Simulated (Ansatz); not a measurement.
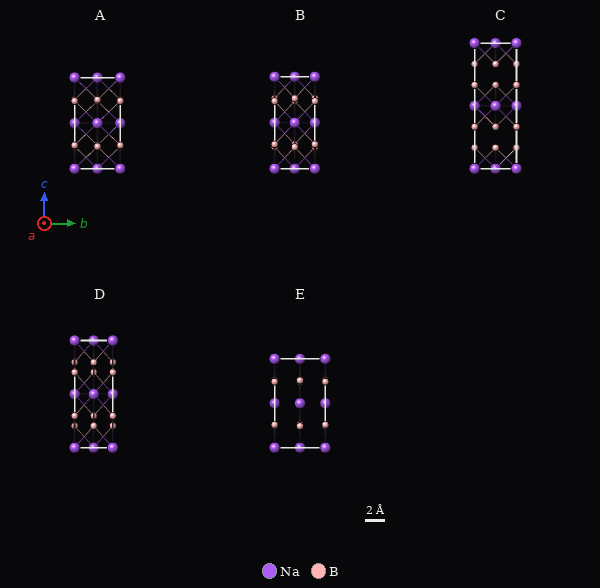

5 geometries from one relaxation of solid NaB2 (a generated structure, set up in Fmmm) (coarse preliminary run), in shuffled order. A ball-and-stick model of the conventional cell (4 times the calculation's cell), seen along the a axis. Lengths and directions refer to the drawn axes.

The calculation used DFT PBE, scalar-relativistic, plane waves, PAW in Ansatz. Settings: plane-wave cutoff 420 eV; k-point mesh 6 × 6 × 6; occupations gaussian; smearing width 0.1 eV; no spin polarisation; cell and atoms relaxed; force threshold 0.04 eV/Å; at most 70 steps.

> Put them in the order of the run, from the start to the converged end.

C, D, B, A, E. They are steps 0, 3, 6, 9, 16, at +1766 meV per atom, +794 meV per atom, +176 meV per atom, +40.8 meV per atom relative to the last. After 14 accepted moves (16 points after the start) the energy has fallen by 1766 meV per atom. Largest force component: 1.4 eV/Å at the start, 0.00061 eV/Å at the end. The pressure goes from −12.83 to 0.07 GPa. At 2 points the geometry stayed and the basis and grid were re-selected for the new cell (energy shift of 4.1 meV per atom at most each time). The largest moves relative to the cell, 0.74 Å, are those of B atoms. Na stays in place. The drawn cell changes as follows: a 3.237 → 3.171 Å (−2.1 %), b 4.578 → 5.543 Å (+21.1 %), c 13.734 → 9.713 Å (−29.3 %); the volume changes by −16.1 %. Some distances before and after: B–Na 4.578 → 2.498 Å, B–B 2.803 → 1.591 Å, B–Na 3.237 → 3.639 Å, Na–Na 2.803 → 3.193 Å. New bonds form: B–B (2.80 → 1.59 Å), B–Na (4.58 → 2.50 Å). Among the angles between lasting bonds that change: B–Na–B 70.5° → 67.8°, B–Na–B 109.5° → 112.2°, Na–B–Na 70.5° → 67.8°. The space group stays Fmmm (No. 69). Cost: 30 s on 1 thread of Intel(R) Xeon(R) Platinum 8259CL CPU @ 2.50GHz (Skylake/Cascade Lake) (shared host), peak memory 0.39 GiB.

Limits of the set-up: the k-point mesh is coarse for a cell with partly filled bands.
